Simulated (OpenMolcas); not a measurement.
# Ta³⁺ among point charges: CASSCF levels and susceptibility

Aim: the splitting of the states of Ta³⁺ in the field of 6 point charges, its lowest levels with spin-orbit coupling and its magnetic susceptibility.

The numbers are computed with OpenMolcas 26.06 (state-averaged CASSCF, spin-orbit coupling by RASSI with atomic mean-field integrals), except any that are marked as measured or tabulated.

1 further run of the same task is left out (it didn't finish).

## Step 1: The atom as given

* Species: Ta³⁺ (tantalum, Z = 73, 70 electrons)
* Basis: ANO-RCC-VDZP [7s6p4d2f1g], 68 functions
* Scalar Hamiltonian: DKH2, point nucleus
* Inactive shells: 1s 2s 2p 3s 3p 3d 4s 4p 4d 4f 5s 5p
* Active space: 2 electrons in 5 orbitals (5d)
* Some configurations of this space: 5d²
* Orbitals: optimised for each spin and parity, averaged over all roots

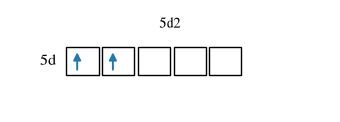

Occupation of the outer shells (arrows by Hund's rule).

The ion sits among 6 point charges of -1.7 e arranged as a tetragonal octahedron (D4h), 2.13 Å from the ion, with the axial distance 2.045 Å. The active orbitals were held to one l.

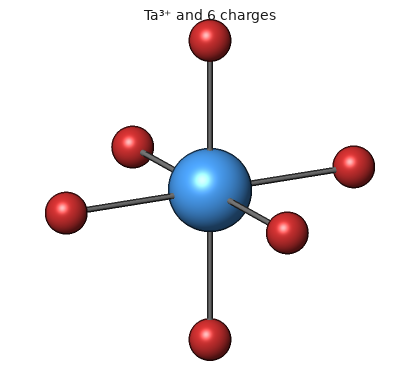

The ion and the point charges (red).

The work runs as a chain of OpenMolcas steps in one folder; each step below is one input file. Labels, J, g values, rates, χT and fits are worked out afterwards by a script from the matrices that RASSI stores. The input lists half of the charges; inversion (Group=XYZ) makes the rest.

## Step 2: Basis and integrals

a.inp

```
&GATEWAY
Coord
1

Ta 0.0 0.0 0.0
Basis=ANO-RCC-VDZP
Group=XYZ
NoMove
AngMom=0.0 0.0 0.0
AMFI
XField
3 Angstrom 0
2.130000 0.000000 0.000000 -1.700000
0.000000 2.130000 0.000000 -1.700000
0.000000 0.000000 2.044800 -1.700000
&SEWARD
```

The run is started by

```sh
OMP_NUM_THREADS=1 MOLCAS_MEM=1689 MOLCAS_PROJECT=a pymolcas a.inp > a.log
```

## Step 3: Reference wave functions, triplets of even parity, 10 roots

a.inp

```
&RASSCF
FileOrb=start.orb
Symmetry=1
Spin=3
nActEl=2 0 0
Inactive=15 19
Ras2=5 0
CIRoot=10 10 1
SDav=10
CIMx=300
Iter=120 100
PrWF=0.3
OrbListing=Nothing
MaxOrb=0
SupSym
1
20 4 5 6 7 8 10 11 12 13 14 16 17 18 19 20 23 24 25 26 27
0
>>> COPY $Project.JobIph JOB001
```

start.orb holds the contracted functions of the basis, ordered by shell, or the orbitals of the step before.

## Step 4: Reference wave functions, singlets of even parity, 15 roots

a.inp

```
&RASSCF
FileOrb=start.orb
Symmetry=1
Spin=1
nActEl=2 0 0
Inactive=15 19
Ras2=5 0
CIRoot=15 15 1
SDav=15
CIMx=300
Iter=120 100
PrWF=0.3
OrbListing=Nothing
MaxOrb=0
SupSym
1
20 4 5 6 7 8 10 11 12 13 14 16 17 18 19 20 23 24 25 26 27
0
>>> COPY $Project.JobIph JOB002
```

## Step 5: State interaction with spin-orbit coupling

a.inp

```
&RASSI
NrOfJobIphs=2 10 15
1 2 3 4 5 6 7 8 9 10
1 2 3 4 5 6 7 8 9 10 11 12 13 14 15
IphNames
JOB001
JOB002
EJob
SpinOrbit
DIPRint=1.0
SOCoupling=1000.0
Subsets=2
Property=9
'ANGMOM' 1 'ANGMOM' 2 'ANGMOM' 3 'MLTPL  1' 1 'MLTPL  1' 2 'MLTPL  1' 3
'AMFI' 1 'AMFI' 2 'AMFI' 3
SOProperty=3
'ANGMOM' 1 'ANGMOM' 2 'ANGMOM' 3
```

Q: Predict the outcome of this session. Wanted: spin-free ground state; first state of the same spin within the active space; lowest level; next level.

As calculated:

```
                                            quantity                           value
                                              method                          CASSCF
                              spin-free ground state  3E, 2-fold in its orbital part
first state of the same spin within the active space                3A2 at 1360 cm⁻¹
                                        lowest level                       1-fold B1
                                          next level                      337.4 cm⁻¹
                                         χT at 300 K                  0.09 cm³ K/mol
                           effective moment at 300 K                         0.83 μB
```

What this shows: The spin-free ground state (3E) comes to 90 % from free-ion F terms and keeps the highest spin of the shell. χT at 300 K is 0.09, against 1.00 cm³ K/mol for the spin alone, so spin-orbit coupling lowers it. The field of point charges can differ much from that of real complexes. This is an electrostatic model: the charges have no orbitals.
